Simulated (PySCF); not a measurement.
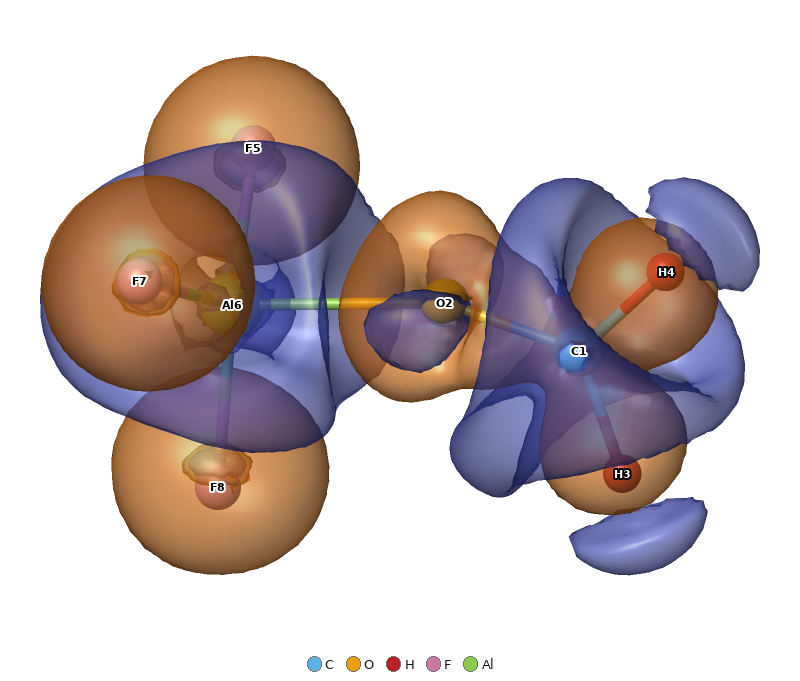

*CH2AlF3O, SMILES `C=O.F[Al](F)F`. Deformation density (molecule less spherical, spin-averaged free atoms at the same positions), surfaces at ±0.04 e/Å³; orange: gain, blue: loss.*

Method: PBE/def2-TZVP; geometry: GFN2-xTB; program: PySCF. The pair's geometry is semi-empirical, so its contact may be too short or too long.

The calculation's input:

```python
import numpy as np
from pyscf import gto, scf, dft
from pyscf.scf import atom_ks, atom_hf
from scipy.linalg import block_diag

def solve(mol, dm0=None, hcore=None):
    mf = (dft.UKS if mol.spin else dft.RKS)(mol, xc='pbe')
    mf.grids.level = 3
    mf = mf.density_fit(auxbasis='def2-universal-jkfit')
    mf.conv_tol, mf.max_cycle = 1e-8, 80
    if hcore is not None:
        mf.get_hcore = lambda *args: hcore
    mf.kernel(dm0)
    if not mf.converged:
        mf = mf.newton().run(mf.mo_coeff, mf.mo_occ, max_cycle=30)
    assert mf.converged, 'SCF not converged'
    return mf

mol = gto.M(atom='''
C      2.42256    -0.05672    -0.02380
O      1.25540     0.22521     0.00575
H      2.77116    -1.09138    -0.13936
H      3.19279     0.72393     0.06530
F     -0.91015     0.94993    -1.29928
Al    -0.59873    -0.00448     0.00345
F     -0.84658     0.56354     1.52768
F     -0.77204    -1.62855    -0.21439
''', basis='def2-tzvp', charge=0, spin=0, verbose=4)
mf = solve(mol)
mf.analyze()
# spherically averaged free atoms, for the promolecule
atm = atom_ks.get_atm_nrks(mol, xc='pbe')
pro = block_diag(*[(atm[a[0]][2] * atm[a[0]][3]) @ atm[a[0]][2].T for a in mol._atom])
np.savez('result.npz', e=mf.e_tot, c=mf.mo_coeff, occ=mf.mo_occ, eps=mf.mo_energy, pro=pro, dip=mf.dip_moment(verbose=0), s2=mf.spin_square()[0])
```

Command:

```sh
OMP_NUM_THREADS=1 python input.py
```

The run took 41 s on 1 thread of Intel(R) Xeon(R) Platinum 8259CL CPU @ 2.50GHz (Skylake/Cascade Lake), with other jobs on the host, peak memory 0.67 GiB.

Partitions, critical points and surface values were worked out afterwards from this run's density.

**How much density has each bond gained at its critical point, relative to the free atoms?**

C1–H3: +0.79 e/Å³ at the bond critical point (bond length 1.10 Å, Mayer order 0.9). C1–H4: +0.79 e/Å³ at the bond critical point (bond length 1.10 Å, Mayer order 0.9). C1–O2: +0.55 e/Å³ at the bond critical point (bond length 1.20 Å, Mayer order 1.9). F5–Al6: +0.09 e/Å³ at the bond critical point (bond length 1.65 Å, Mayer order 1.1); up to 0.6 Å beside the axis the gain reaches +0.33 e/Å³. Al6–F7: +0.09 e/Å³ at the bond critical point (bond length 1.65 Å, Mayer order 1.1); up to 0.6 Å beside the axis the gain reaches +0.33 e/Å³. Al6–F8: +0.09 e/Å³ at the bond critical point (bond length 1.65 Å, Mayer order 1.1); up to 0.6 Å beside the axis the gain reaches +0.33 e/Å³. O2–Al6: −0.04 e/Å³ at the bond critical point (bond length 1.87 Å, Mayer order 0.6). In all, 2.0 electrons gather in the regions of gain relative to the promolecule. A small or negative value marks a very polar bond, one between electron-rich atoms, whose free-atom densities already overlap strongly, a long bond to a heavier atom, or a closed-shell contact such as a hydrogen bond.

**Where do the Hirshfeld charges lie?**

The highest Hirshfeld charge is on Al6 (+0.54 e), the lowest on F8 (−0.30 e).
